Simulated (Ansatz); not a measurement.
# Redistribution: C2H2F2 + CH3I → C2H2FI + CH3F

Species: C2H2F2 (1,2-difluoroethene) `F/C=C/F`, singlet; CH3I `CI`, singlet; C2H2FI `F/C=C/I`, singlet; CH3F (fluoromethane) `CF`, singlet. The partners trade F for I; both sit on C, so the bond types are kept.

Shapes, held fixed at every level: PBE0-D4/def2-TZVP. Programs: Ansatz 0.2.0. The zero-point and thermal change to 298 K, harmonic and unscaled (PBE0-D4/def2-TZVP), is +1.4 kJ/mol.

| level | kind | ΔH(298 K) (kJ/mol) | less CCSD(T)/def2-TZVPP | CPU time (sum over the molecules) |
| --- | --- | --- | --- | --- |
| SPW92/def2-TZVPP | LDA | +10.1 | +8.2 | 6.2 s |
| PBE-D4/def2-TZVPP | GGA | +6.0 | +4.1 | 11 s |
| B3LYP-D4/def2-TZVPP | global hybrid | +4.4 | +2.5 | 17 s |
| PBE0-D4/def2-TZVPP | global hybrid | +6.0 | +4.1 | 12 s |
| B2PLYP/def2-TZVPP | double hybrid | +3.5 | +1.6 | 22 s |
| CCSD/def2-SVP | coupled cluster or CI | +8.2 | +6.3 | – |
| CCSD(T)/def2-TZVPP | coupled cluster or CI | +1.9 | 0.0 | 4.1 min |

The highest level, CCSD(T)/def2-TZVPP, gives ΔH(298 K) = +1.9 kJ/mol; the levels span +1.9 to +10.1. That is about zero within the method's error. The column of differences is taken from that level and isn't an error. No measured value is set beside it here. For atoms past krypton def2 sets carry core potentials with scalar relativity. Outer-core shells of I are correlated, in sets that cover them unevenly. Times are processor times on shared x86 and Arm servers, and rough.

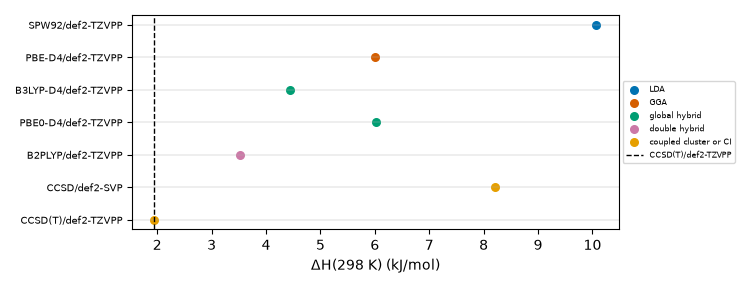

The values of the table, level by level.
